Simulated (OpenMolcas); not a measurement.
**UMN15-L/6-31G(d,p) (spherical functions) run of SiH (SMILES [SiH])**

What is the energy change on altering one bond length of SiH at UMN15-L/6-31G** (spherical functions)? 

The results are computed with OpenMolcas 26.06.

### Step 1. The molecule

SiH has 2 atoms, charge 0, and is taken as a doublet. SMILES: `[SiH]`. Geometry: relaxed at PBE0-D4/def2-TZVP.

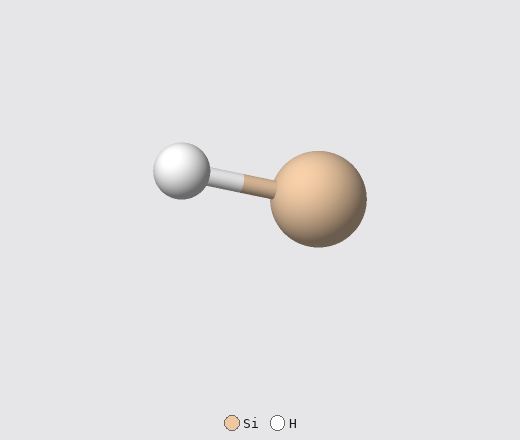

Viewed from a chosen angle; silicon light orange, hydrogen white.

### Step 2. Energy and forces at UMN15-L/6-31G(d,p) (spherical functions)

File job.input:

```
&gateway
baslib=$CurrDir
coord
2
angstrom
Si       0.000000       0.000000      -0.007580
H        0.000000       0.000000       1.524140
basis=6-31Gss
group=NoSym
&seward
&scf
uhf
spin=2
ksdft=2
1.0 MGGA_X_MN15_L
1.0 MGGA_C_MN15_L
prorbitals=1 1
&alaska
```

The basis set 6-31G** is read from a file made from the Basis Set Exchange's data (not shown).

Started as:

```bash
export MOLCAS_MEM=1860
pymolcas job.input > job.log
```

Output:

```text
--- Start Module: gateway ---
[...]
--- Stop Module: gateway /rc=_RC_ALL_IS_WELL_ ---
[...]
      Basis functions           23
[...]
--- Start Module: scf ---
[...]
       Convergence after   9 Iterations
[...]
::    Total KS-DFT energy                            -289.8917063568
[...]
      Total spin, S                                     0.5029307679
[...]
      Total electronic charge=   15.000000
      Total            charge=   -0.000000
[...]
      Dipole Moment (debye):
      Origin of the operator (angstrom)=    0.0000    0.0000    0.0457
                   X= -6.9163E-17               Y=  3.5031E-16               Z=  4.4557E-01           Total=  4.4557E-01
      Quadrupole Moment (debye*angstrom):
[...]
--- Stop Module: scf /rc=_RC_ALL_IS_WELL_ ---
[...]
--- Start Module: alaska ---
[...]
 *              Molecular gradients               *
 **************************************************
  Irreducible representation: a
 ------------------------------------------------------------------------------------------
                              X                       Y                       Z
 ------------------------------------------------------------------------------------------
  SI1               6.16781512881670E-19    1.31460635511055E-17    8.03452942234184E-02
  H2               -6.16781512881572E-19   -6.20716964719845E-18   -8.03452942234184E-02
 ------------------------------------------------------------------------------------------
--- Stop Module: alaska /rc=_RC_ALL_IS_WELL_ ---
[...]
```

It took 2.4 s on 1 thread of Arm Neoverse V2, shared host; peak memory 0.37 GiB.

### Step 3. The distorted shape, same level

job.input, as its differences from that of step 2:

```diff
@@ -5,3 +5,3 @@
 angstrom
-Si       0.000000       0.000000      -0.007580
+Si       0.000000       0.000000      -0.160760
 H        0.000000       0.000000       1.524140
```

The basis set 6-31G** is read from a file made from the Basis Set Exchange's data (not shown).

Started as:

```bash
export MOLCAS_MEM=1860
pymolcas job.input > job.log
```

Output:

```text
--- Start Module: gateway ---
[...]
--- Stop Module: gateway /rc=_RC_ALL_IS_WELL_ ---
[...]
      Basis functions           23
[...]
--- Start Module: scf ---
[...]
       Convergence after   9 Iterations
[...]
::    Total KS-DFT energy                            -289.8868675209
[...]
      Total spin, S                                     0.5030908585
[...]
      Total electronic charge=   15.000000
      Total            charge=   -0.000000
[...]
      Dipole Moment (debye):
      Origin of the operator (angstrom)=    0.0000    0.0000   -0.1022
                   X=  8.4982E-16               Y=  1.4592E-15               Z= -8.1955E-03           Total=  8.1955E-03
      Quadrupole Moment (debye*angstrom):
[...]
--- Stop Module: scf /rc=_RC_ALL_IS_WELL_ ---
[...]
--- Start Module: alaska ---
[...]
 *              Molecular gradients               *
 **************************************************
  Irreducible representation: a
 ------------------------------------------------------------------------------------------
                              X                       Y                       Z
 ------------------------------------------------------------------------------------------
  SI1              -3.86202218737287E-17    1.20688057954012E-17    2.88150928039772E-02
  H2                4.25369022218325E-17   -1.80861278526958E-17   -2.88150928039781E-02
 ------------------------------------------------------------------------------------------
--- Stop Module: alaska /rc=_RC_ALL_IS_WELL_ ---
[...]
```

It took 2.4 s on 1 thread of Arm Neoverse V2, shared host; peak memory 0.37 GiB.

### Step 4. What came out

Level: UMN15-L/6-31G** (spherical functions).

```
                                                          quantity          value
                                         first shape: total energy  -289.89171 Eh
                                        first shape: dipole moment         0.45 D
                   first shape: HOMO energy (highest over α and β)       -4.60 eV
                    first shape: LUMO energy (lowest over α and β)       -3.84 eV
                                                 first shape: ⟨S²⟩          0.756
                                     distorted shape: total energy  -289.88687 Eh
                                    distorted shape: dipole moment         0.01 D
               distorted shape: HOMO energy (highest over α and β)       -4.68 eV
                distorted shape: LUMO energy (lowest over α and β)       -3.89 eV
                                             distorted shape: ⟨S²⟩          0.756
energy change with the Si1–H2 bond stretched from 1.532 to 1.685 Å       0.132 eV
```

In words: This program's gradients are faulty for this kind of reference, so any forces in the log (distorted shape) can't be trusted; the energy can. This program's gradients are faulty for this kind of reference, so any forces in the log (first shape) can't be trusted; the energy can. With the Si1–H2 bond stretched from 1.532 to 1.685 Å the energy rises by 0.13 eV (12.7 kJ/mol). The first shape isn't relaxed at this level, so the change isn't measured from a minimum.
